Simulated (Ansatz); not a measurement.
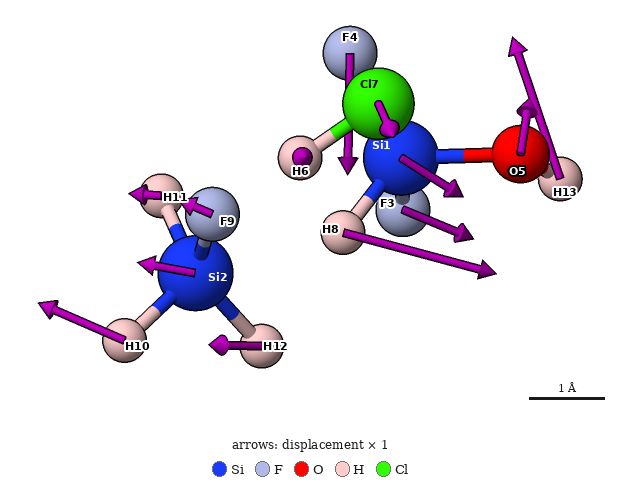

This is a relaxation of Si2H6OClF3 (started from a transition state, displaced along its imaginary mode). The starting structure is drawn; purple arrows show the displacements, at their true length. The two geometries are superimposed by the best rigid fit.

The picture is a ball-and-stick view, seen from a free direction.

The calculation used RKS PBE0-D4/def2-TZVP in Ansatz 0.2.0.

The input:
```yaml
crystal:
  periodic: [false, false, false]
  atoms:
    - {symbol: Si, position_ang: [-0.903331, 0.825990, -0.405964]}
    - {symbol: Si, position_ang: [1.033822, -1.666732, 0.134819]}
    - {symbol: F, position_ang: [-1.217528, 0.217388, -1.853855]}
    - {symbol: F, position_ang: [-2.113491, 0.262870, 0.446174]}
    - {symbol: O, position_ang: [-0.929471, 2.433598, -0.714810]}
    - {symbol: H, position_ang: [0.634602, 0.445653, 1.720443]}
    - {symbol: Cl, position_ang: [0.001039, 1.546719, 1.848354]}
    - {symbol: H, position_ang: [0.368042, 0.222975, -0.258548]}
    - {symbol: F, position_ang: [1.165620, -0.863872, 1.452257]}
    - {symbol: H, position_ang: [2.272294, -2.399529, 0.436945]}
    - {symbol: H, position_ang: [-0.322708, -2.324421, 0.207785]}
    - {symbol: H, position_ang: [1.187492, -1.298980, -1.376041]}
    - {symbol: H, position_ang: [-1.176381, 2.598540, -1.637460]}
basis:
  gaussian: {orbitals: def2-TZVP}
hamiltonian: {xc: pbe0, dispersion: d4}
relax: {f_tol: 0.005, max_steps: 200}
```

Run as
```bash
ansatz run in.yaml --threads 4 --pin off --events-out ev --progress --plain --max-ram 66560MiB --backend cuda --devices 0, --max-vram 37GiB
```

What happened in the run?

Answer. The largest move after the best rigid fit is that of H8, 2.13 Å. Largest moves by element: H 2.13 Å, F 1.64 Å, Si 1.05 Å, O 0.92 Å, Cl 0.89 Å. Among the contacts that change: Si2–H8 2.042 → 4.816 Å, Si1–Si2 3.203 → 4.557 Å, Si1–Cl7 2.534 → 3.694 Å, Si2–H12 1.563 → 1.479 Å. Among the angles between lasting bonds that change: F9–Si2–H12 133.8° → 108.2°, F9–Si2–H10 90.7° → 106.6°, F3–Si1–H8 96.2° → 109.5°. Groups turn about Si1–O5 by about 70°. The energy falls by 1.809 eV in 38 accepted moves (41 points after the start). The largest force component goes from 3.9 to 0.0042 eV/Å. The line search rejected the trial steps at points 10, 18, 36 of the run. The run took about 60 s of wall time on a shared GPU.
